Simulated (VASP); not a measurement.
Band structure of BeS (space group F-43m). Computed with modified Becke-Johnson potential (mBJ), VASP's PBE PAW potentials (set 64) (plane waves; VASP).

mBJ is a potential without an energy functional, so only the levels count.

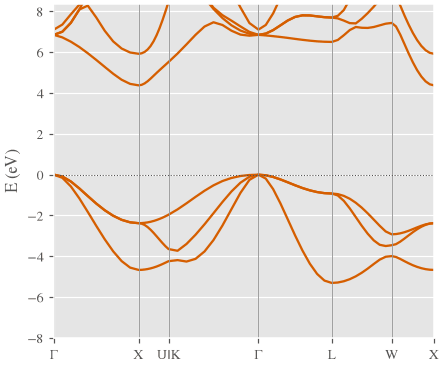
Figure. Bands along high-symmetry lines, zero at the valence-band maximum or, without a gap, the Fermi level

**Question.** Read the plot: is there a gap, and where are the band edges?

**Answer.** The gap is indirect, 4.38 eV, from the valence maximum at Γ to the conduction minimum at X.

The structure comes from a computed database's BeS entry (F-43m); how it stands against other phases isn't given here. It was relaxed first. The cell's shape comes from a PBE relaxation.
